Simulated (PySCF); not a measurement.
**C6H10O2: density, localisation and related maps**

The calculation's input:

```
{"job": {"xc": "PBE0", "basis": "pcSseg-1", "kind": "nmr", "pop": true}, "charge": 0, "multiplicity": 1}
C      1.787285     0.624759    -0.510272
C      0.679714    -0.414403    -0.362972
C      0.806979    -1.200921     0.912028
O     -0.119933    -1.565131     1.580219
C     -0.752136     0.149197    -0.472053
C     -1.065608     1.235509     0.549369
C     -1.705030    -1.025131    -0.355466
O     -1.608027    -2.030722    -1.003514
H      1.659958     1.180954    -1.435526
H      2.758934     0.137033    -0.534638
H      1.777440     1.325167     0.320744
H      0.791199    -1.161706    -1.162045
H      1.848790    -1.450282     1.188976
H     -0.877036     0.555396    -1.483280
H     -0.435755     2.107543     0.394719
H     -2.102885     1.547434     0.450276
H     -0.913719     0.865159     1.559911
H     -2.538928    -0.873538     0.351870
```

Launched as:

```sh
OMP_NUM_THREADS=1 python ens_run.py task.json out
```

Geometry: GFN2-xTB.

Theory: PBE0/pcSseg-1, SCF density, gas phase, non-relativistic in PySCF 2.14.0.

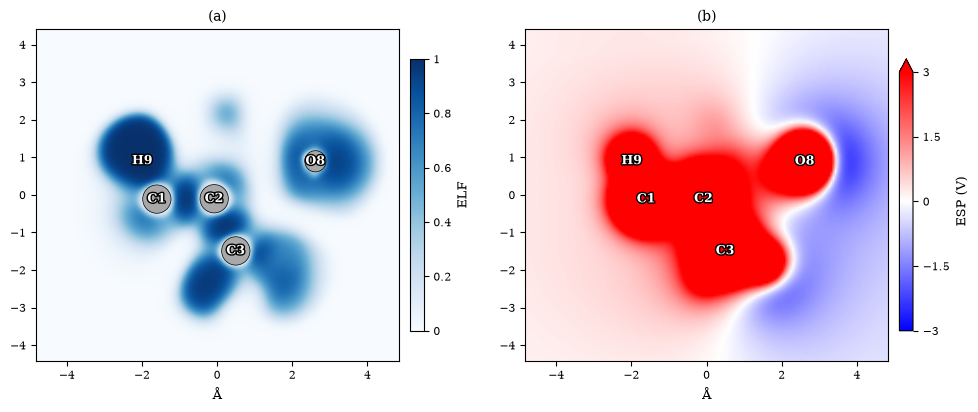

Figure 1. (a) electron localisation function; (b) molecular electrostatic potential on the plane of atoms C2, C1 and H9. Grey discs cover the atomic cores in the ELF map.

**Read the bonding off the picture.**

The section cuts through C, O and H sites. C–C (1.50 Å): the ELF peaks at about 0.95 between the atoms (localised, covalent bonding). C–H (1.09 Å): the ELF climbs to about 1 towards the hydrogen, as it does in any bond to H: a covalent bond by its length. The ELF also peaks beside O4 and O8, away from the bonds: lone-pair regions. Outside the dense part of the molecule the potential is most negative (−2.2 V) near O8.

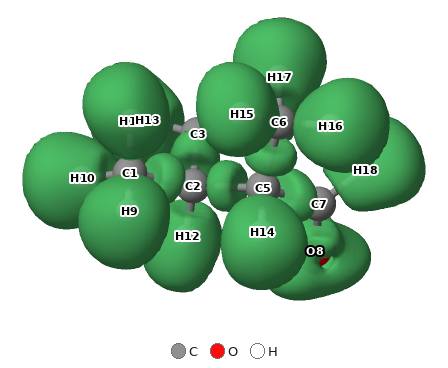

Figure 2. Isosurface of the ELF at 0.75 (green), seen from one side. Only the valence region is drawn (cores and ρ < 0.01 e/Å³ removed).

**Identify the bonds, lone pairs and shells in this picture.**

The ELF exceeds this value in five regions between bonded C–C atoms (shared pairs), ten regions around hydrogen nuclei and two regions on O in which the atom's valence shell and bonds are merged. Along the contacts the grid gives the following. C–O (1.20 Å): the ELF peaks at about 0.85 between the atoms: a short, multiple covalent bond.

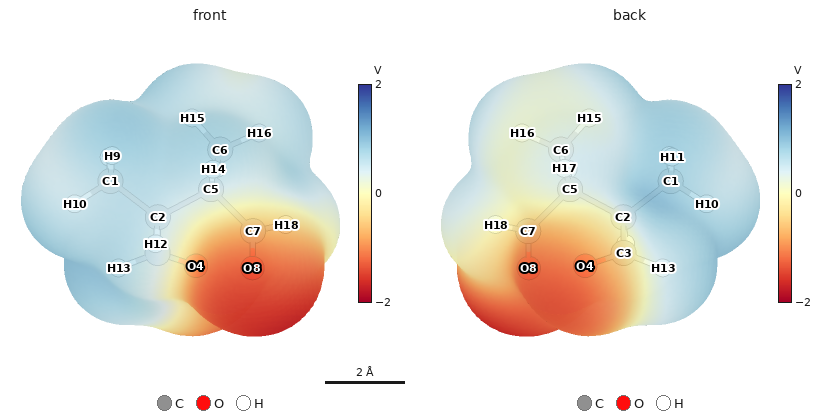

Figure 3. The electrostatic potential painted on the density surface at 0.001 e/bohr³, seen from the front and from behind; the colour scale runs from red (negative) to blue (positive).

**Where is the surface potential most negative and most positive?**

The most negative region (about −1.7 V) lies over O8, the most positive (about +1.0 V) over C2, C3, H10 and H13. O8 is the likeliest acceptor of a hydrogen bond.

**How polar is the molecule by this calculation?**

Its dipole moment is 4.07 D.
